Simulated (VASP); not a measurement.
# G0W0 gap of SrTiO3 (Tausonite) against strain, part 2 of 5

Wanted: the deformation potential of the gap of SrTiO3 (Tausonite), from G0W0. The cell has space group Pm-3m. The start is a cell from a database of measured crystal structures.

VASP 6.6.1, plane waves and PAW; the level of theory is named at each step.

So far. Step 2 (Relaxation): The forces stay under 1e-4 eV/Å.

## Step 3: Ground state

This step: PBE, no spin polarisation; plane waves and PAW (Sr_sv_GW, Ti_sv_GW, O_GW) (VASP 6.6.1).

The orbitals come from a self-consistent PBE run with a tight EDIFF and a narrow smearing. KPOINTS_OPT adds the bands along a path, which shows whether the mesh holds the band edges.

Contents of INCAR:

```
SYSTEM = SrTiO3
PREC = Accurate
ENCUT = 440
EDIFF = 1E-08
NELM = 100
ISMEAR = 0
SIGMA = 0.01
LREAL = .FALSE.
ALGO = Normal
GGA = PE
NBANDS = 26
LASPH = .TRUE.
LORBIT = 11
LWAVE = .TRUE.
LCHARG = .FALSE.
KPAR = 8
```

Contents of POSCAR:

```
SrTiO3
1.0
    3.9052800000      0.0000000000      0.0000000000
    0.0000000000      3.9052800000      0.0000000000
    0.0000000000      0.0000000000      3.9052800000
Sr Ti O
1 1 3
Direct
    0.5000000000      0.5000000000      0.5000000000
    0.0000000000      0.0000000000      0.0000000000
    0.5000000000      0.0000000000      0.0000000000
    0.0000000000      0.5000000000      0.0000000000
    0.0000000000      0.0000000000      0.5000000000
```

Contents of KPOINTS:

```
Automatic mesh
0
Gamma
4 4 4
0 0 0
```

Contents of KPOINTS_OPT:

```
Line mode
12
Line-mode
Reciprocal
  0.00000000   0.00000000   0.00000000 GAMMA
  0.00000000   0.50000000   0.00000000 X

  0.00000000   0.50000000   0.00000000 X
  0.50000000   0.50000000   0.00000000 M

  0.50000000   0.50000000   0.00000000 M
  0.00000000   0.00000000   0.00000000 GAMMA

  0.00000000   0.00000000   0.00000000 GAMMA
  0.50000000   0.50000000   0.50000000 R

  0.50000000   0.50000000   0.50000000 R
  0.00000000   0.50000000   0.00000000 X

  0.50000000   0.50000000   0.00000000 M
  0.50000000   0.50000000   0.50000000 R
```

Potentials, in the order of the species: Sr_sv_GW, Ti_sv_GW and O_GW (PBE family, release 64).

Started as:

```sh
mpirun -np 8 vasp_std
```

Output:

```text
[banner, memory and clock lines left out]
running    8 mpi-ranks, on    1 nodes
 distrk:  each k-point on    1 cores,    8 groups
 distr:  one band on    1 cores,    1 groups

 POSCAR found type information on POSCAR SrTiO
 POSCAR found :  3 types and       5 ions
 [... a notice as in an earlier step ...]

 LDA part: xc-table for (Slater+PW92), standard interpolation
 POSCAR, INCAR and KPOINTS ok, starting setup
 FFT: planning ... GRIDC
 FFT: planning ... GRID_SOFT
 FFT: planning ... GRID
 WAVECAR not read
 entering main loop
       N       E                     dE             d eps       ncg     rms          rms(c)
DAV:   1     0.461361890204E+03    0.46136E+03   -0.19493E+04   600   0.144E+03
DAV:   2    -0.162130788419E+02   -0.47757E+03   -0.45673E+03   846   0.686E+02
DAV:   3    -0.601546498016E+02   -0.43942E+02   -0.43632E+02   860   0.229E+02
DAV:   4    -0.617528415524E+02   -0.15982E+01   -0.15924E+01   872   0.366E+01
DAV:   5    -0.618376570499E+02   -0.84815E-01   -0.84686E-01   832   0.722E+00    0.222E+01
DAV:   6    -0.475277378331E+02    0.14310E+02   -0.74580E+01   950   0.904E+01    0.202E+01
DAV:   7    -0.472855649086E+02    0.24217E+00   -0.58758E+00   936   0.315E+01    0.715E+00
DAV:   8    -0.471481528600E+02    0.13741E+00   -0.77131E-01   920   0.135E+01    0.249E+00
DAV:   9    -0.471092261769E+02    0.38927E-01   -0.24835E-01   896   0.863E+00    0.145E+00
DAV:  10    -0.471037081594E+02    0.55180E-02   -0.57223E-02   880   0.218E+00    0.604E-01
DAV:  11    -0.471028509877E+02    0.85717E-03   -0.18750E-02   912   0.137E+00    0.464E-01
DAV:  12    -0.471023180439E+02    0.53294E-03   -0.26596E-03   936   0.839E-01    0.179E-01
DAV:  13    -0.471023748470E+02   -0.56803E-04   -0.22374E-04   896   0.239E-01    0.132E-01
DAV:  14    -0.471023277295E+02    0.47117E-04   -0.16268E-04   960   0.194E-01    0.152E-02
DAV:  15    -0.471023283294E+02   -0.59984E-06   -0.75273E-06   800   0.301E-02    0.385E-03
DAV:  16    -0.471023283896E+02   -0.60211E-07   -0.32970E-07   920   0.586E-03    0.727E-03
DAV:  17    -0.471023282122E+02    0.17736E-06   -0.12333E-07   784   0.588E-03    0.456E-03
DAV:  18    -0.471023280638E+02    0.14836E-06   -0.38066E-07   896   0.995E-03    0.623E-03
DAV:  19    -0.471023280834E+02   -0.19572E-07   -0.36954E-08   624   0.174E-03    0.422E-03
DAV:  20    -0.471023280900E+02   -0.65343E-08   -0.21685E-09   456   0.789E-04
   1 F= -.47102328E+02 E0= -.47102328E+02  d E =-.258681-175
 Start KPOINTS_OPT (optional k-point list driver)
k-point batch [1-10\72]
       N       E                     dE             ncg
DAV:   1     0.137291772266E+04   -0.14539E+04      560
DAV:   2    -0.338417698397E+04   -0.47571E+04      830
DAV:   3    -0.390116796316E+04   -0.51699E+03      874
DAV:   4    -0.394134772969E+04   -0.40180E+02      912
DAV:   5    -0.394421950626E+04   -0.28718E+01      792
DAV:   6    -0.394450422749E+04   -0.28472E+00      880
DAV:   7    -0.394451777783E+04   -0.13550E-01      792
DAV:   8    -0.394451874528E+04   -0.96745E-03      880
DAV:   9    -0.394451878355E+04   -0.38270E-04      808
DAV:  10    -0.394451878471E+04   -0.11651E-05      856
DAV:  11    -0.394451878476E+04   -0.44840E-07      624
DAV:  12    -0.394451878476E+04   -0.37685E-08      496
[...]
k-point batch [71-72\72]
       N       E                     dE             ncg
DAV:   1     0.116935852419E+05   -0.25938E+04      112
DAV:   2     0.106982319404E+05   -0.99535E+03      166
DAV:   3     0.105900329708E+05   -0.10820E+03      174
DAV:   4     0.105855058937E+05   -0.45271E+01      192
DAV:   5     0.105853884934E+05   -0.11740E+00      152
DAV:   6     0.105853798729E+05   -0.86205E-02      200
DAV:   7     0.105853796831E+05   -0.18977E-03      160
DAV:   8     0.105853796764E+05   -0.67310E-05      184
DAV:   9     0.105853796761E+05   -0.31244E-06      168
DAV:  10     0.105853796761E+05   -0.26273E-07      168
DAV:  11     0.105853796761E+05   -0.70941E-10      120
 writing wavefunctions
```

Run time: 23 s. Hardware: 8 MPI ranks of Intel Xeon Platinum 8488C (Sapphire Rapids), shared host; peak memory 1.5 GiB; 2.7 min of CPU time.

OUTCAR, selected parts (step 3):

```text
The static configuration has the point symmetry O_h .

 Found     10 irreducible k-points:

   dimension x,y,z NGX =    28 NGY =   28 NGZ =   28
   dimension x,y,z NGXF=    56 NGYF=   56 NGZF=   56

   ENCUT  =  440.0 eV  32.34 Ry    5.69 a.u.   6.68  6.68  6.68*2*pi/ulx,y,z

   NELECT =      40.0000    total number of electrons

 E-fermi :   5.2256

 k-point     1 :       0.0000    0.0000    0.0000
  band No.  band energies     occupation
    ...
     16       3.8513      2.00000
     17       3.8513      2.00000
     18       4.6709      2.00000
     19       4.6709      2.00000
     20       4.6709      2.00000
     21       6.8843      0.00000
     22       6.8843      0.00000
     23       6.8843      0.00000
     24       9.3413      0.00000
     25       9.3425      0.00000
    ...

 k-point     2 :       0.2500    0.0000    0.0000
  band No.  band energies     occupation
    ...
     16       3.2139      2.00000
     17       3.3571      2.00000
     18       3.4158      2.00000
     19       4.4301      2.00000
     20       4.4301      2.00000
     21       6.9647      0.00000
     22       7.9439      0.00000
     23       7.9439      0.00000
     24       9.3503      0.00000
     25      10.6773      0.00000
    ...

  Total        0.3900721      0.3900721      0.3900721      0.0000000     -0.0000000      0.0000000
  in kB       10.4929830     10.4929830     10.4929830      0.0000000     -0.0000000      0.0000000
  external PRESSURE =      10.4929830 kB  Pullay stress =       0.0000000 kB

  energy-cutoff  :      440.00
  volume of cell :       59.56
      direct lattice vectors                 reciprocal lattice vectors
     3.905280000  0.000000000  0.000000000     0.256063586  0.000000000  0.000000000
     0.000000000  3.905280000  0.000000000     0.000000000  0.256063586  0.000000000
     0.000000000  0.000000000  3.905280000     0.000000000  0.000000000  0.256063586

 POSITION                                       TOTAL-FORCE (eV/Angst)
 -----------------------------------------------------------------------------------
      1.95264      1.95264      1.95264         0.000000      0.000000      0.000000
      0.00000      0.00000      0.00000         0.000000      0.000000      0.000000
      1.95264      0.00000      0.00000         0.000000      0.000000      0.000000
      0.00000      1.95264      0.00000         0.000000      0.000000      0.000000
      0.00000      0.00000      1.95264         0.000000      0.000000      0.000000
 -----------------------------------------------------------------------------------
    total drift:                               -0.000000      0.000000     -0.000000

  FREE ENERGIE OF THE ION-ELECTRON SYSTEM (eV)
  ---------------------------------------------------
  free  energy   TOTEN  =       -47.1023280900 eV

  energy  without entropy=      -47.1023280900  energy(sigma->0) =      -47.10232809

 total charge
# of ion       s       p       d       f       tot
--------------------------------------------------
    1        2.240   5.928   0.306   0.037   8.511
    2        2.236   6.154   1.430   0.045   9.865
    3        1.546   3.458   0.000   0.000   5.004
    4        1.546   3.458   0.000   0.000   5.004
    5        1.546   3.458   0.000   0.000   5.004
--------------------------------------------------
tot          9.114  22.456   1.736   0.082  33.388

[... 3 parts as in an earlier step ...]

[... 7 further parts left out ...]
```

Numbers from this step:

| Item | Value |
| --- | --- |
| free energy (TOTEN) | -47.10 eV |
| Fermi energy | 5.226 eV |
| pressure | 1.049 GPa |
| least gap on mesh and path | 1.858 eV |
| least direct gap on mesh and path | 2.213 eV |

The highest empty bands on the path are converged less tightly, to about 0.1 eV. The electronic bands at the labelled points (eV, zero at the valence-band top; v1 is the highest filled band, c1 the lowest empty one):

| point | v4 | v3 | v2 | v1 | c1 | c2 | c3 | c4 |
| --- | --- | --- | --- | --- | --- | --- | --- | --- |
| Γ | -1.18 | -0.36 | -0.36 | -0.36 | 1.86 | 1.86 | 1.86 | 4.31 |
| X | -2.35 | -1.98 | -0.73 | -0.73 | 2.02 | 3.78 | 3.78 | 4.33 |
| M | -1.72 | -1.56 | -1.56 | -0.09 | 3.79 | 3.79 | 4.25 | 5.30 |
| Γ | -1.18 | -0.36 | -0.36 | -0.36 | 1.86 | 1.86 | 1.86 | 4.31 |
| R | -3.72 | 0.00 | 0.00 | 0.00 | 4.47 | 4.47 | 4.47 | 6.97 |
| X | -2.35 | -1.98 | -0.73 | -0.73 | 2.02 | 3.78 | 3.78 | 4.33 |
| jump to M | -1.72 | -1.56 | -1.56 | -0.09 | 3.79 | 3.79 | 4.25 | 5.30 |
| R | -3.72 | 0.00 | 0.00 | 0.00 | 4.47 | 4.47 | 4.47 | 6.97 |

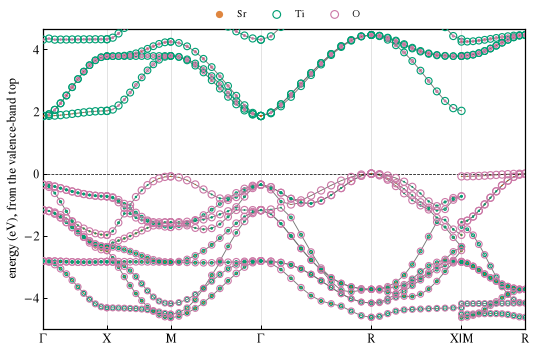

Electronic bands along the path; dots are coloured as in the legend, and their area grows with the weight.

The cell has a gap of 1.86 eV on mesh and path. Spin-orbit coupling is left out, which can shift or reorder these edges.

## Step 4: Empty bands

ALGO = Exact makes the empty bands from the converged ground state in one step. LOPTICS writes the k-derivatives of the orbitals (WAVEDER), which give the long-wavelength limit of the screening.

Contents of INCAR:

```
SYSTEM = SrTiO3
PREC = Accurate
ENCUT = 440
ISMEAR = 0
SIGMA = 0.01
LREAL = .FALSE.
GGA = PE
NBANDS = 184
LASPH = .TRUE.
ALGO = Exact
NELM = 1
LWAVE = .TRUE.
LCHARG = .FALSE.
LOPTICS = .TRUE.
NEDOS = 1000
CSHIFT = 0.1
```

POSCAR is that of step 3.

KPOINTS is that of step 3.

Started as:

```sh
mpirun -np 8 vasp_std
```

Output:

```text
[banner, memory and clock lines left out]
running    8 mpi-ranks, on    1 nodes
 distrk:  each k-point on    8 cores,    1 groups
 distr:  one band on    1 cores,    8 groups

 POSCAR found type information on POSCAR SrTiO
 POSCAR found :  3 types and       5 ions
 [... a notice as in an earlier step ...]

 LDA part: xc-table for (Slater+PW92), standard interpolation
 found WAVECAR, reading the header
  number of bands has changed, file:    26 present:   184
  trying to continue reading WAVECAR, but it might fail
 POSCAR, INCAR and KPOINTS ok, starting setup
 FFT: planning ... GRIDC
 FFT: planning ... GRID_SOFT
 FFT: planning ... GRID
 reading WAVECAR
 random initialization beyond band           26
 the WAVECAR file was read successfully
 initial charge from wavefunction
 entering main loop
       N       E                     dE             d eps       ncg     rms          rms(c)
DIA:   1    -0.471023281102E+02   -0.47102E+02    0.00000E+00     0   0.000E+00
   1 F= -.47102328E+02 E0= -.47102328E+02  d E =-.336035E-35
 writing wavefunctions
 optical routines
 imaginary and real dielectric function
 recalculating local potential from charge density
 direction            1
 direction            2
 direction            3
```

It took 12 s on 8 MPI ranks; peak memory 1.5 GiB.

OUTCAR, selected parts (step 4):

```text
The static configuration has the point symmetry O_h .

 Found     10 irreducible k-points:

   k-points           NKPTS =     10   k-points in BZ     NKDIM =     10   number of bands    NBANDS=    184

   NELECT =      40.0000    total number of electrons

 E-fermi :   5.1122

 k-point     1 :       0.0000    0.0000    0.0000
  band No.  band energies     occupation
    ...
     16       3.8512      2.00000
     17       3.8512      2.00000
     18       4.6709      2.00000
     19       4.6709      2.00000
     20       4.6709      2.00000
     21       6.8845      0.00000
     22       6.8845      0.00000
     23       6.8845      0.00000
     24       9.3416      0.00000
     25       9.3416      0.00000
    ...

 k-point     2 :       0.2500    0.0000    0.0000
  band No.  band energies     occupation
    ...
     16       3.2138      2.00000
     17       3.3570      2.00000
     18       3.4158      2.00000
     19       4.4301      2.00000
     20       4.4301      2.00000
     21       6.9650      0.00000
     22       7.9441      0.00000
     23       7.9441      0.00000
     24       9.3506      0.00000
     25      10.6503      0.00000
    ...

  Total        0.3896774      0.3896774      0.3896774     -0.0000000     -0.0000000      0.0000000
  in kB       10.4823657     10.4823657     10.4823657     -0.0000000     -0.0000000      0.0000000
  external PRESSURE =      10.4823657 kB  Pullay stress =       0.0000000 kB

 POSITION                                       TOTAL-FORCE (eV/Angst)
 -----------------------------------------------------------------------------------
      1.95264      1.95264      1.95264         0.000000      0.000000      0.000000
      0.00000      0.00000      0.00000         0.000000      0.000000      0.000000
      1.95264      0.00000      0.00000         0.000000      0.000000      0.000000
      0.00000      1.95264      0.00000         0.000000      0.000000      0.000000
      0.00000      0.00000      1.95264         0.000000      0.000000      0.000000
 -----------------------------------------------------------------------------------
    total drift:                                0.000000      0.000000     -0.000000

  FREE ENERGIE OF THE ION-ELECTRON SYSTEM (eV)
  ---------------------------------------------------
  free  energy   TOTEN  =       -47.1023281102 eV

  energy  without entropy=      -47.1023281102  energy(sigma->0) =      -47.10232811

 plasma frequency squared (from intraband transitions) (eV^2)
  --------------------------------------------------------------------------------------
       0.000       0.000      -0.000
      -0.000       0.000      -0.000
      -0.000      -0.000       0.000

[... 7 parts as in an earlier step ...]

[... 5 further parts left out ...]
```

WAVECAR now holds 184 bands for 40 electrons. Its independent-particle dielectric tensor has xx, yy, zz = 6.9, 6.9, 6.9 on this mesh, which isn't tested for convergence in mesh or bands and lacks local fields.

(Part 2 of 5 ends here.)

[Lines on the potential files, build, host, timing and source positions are cut from VASP's logs without a mark.]

[Logs are printed without paths, hosts, clocks, repeated set-up lines and the standing remarks that a program may print on its own settings, such as how far it seeks lower states.]

[Hosts, paths, dates, database ids (printed as entryN), source tags and the programs' standing remarks are cut or masked in the printed files.]

[Pressures printed for these runs are not shown converged in the cutoff: they can be off by several GPa and have the wrong sign.]
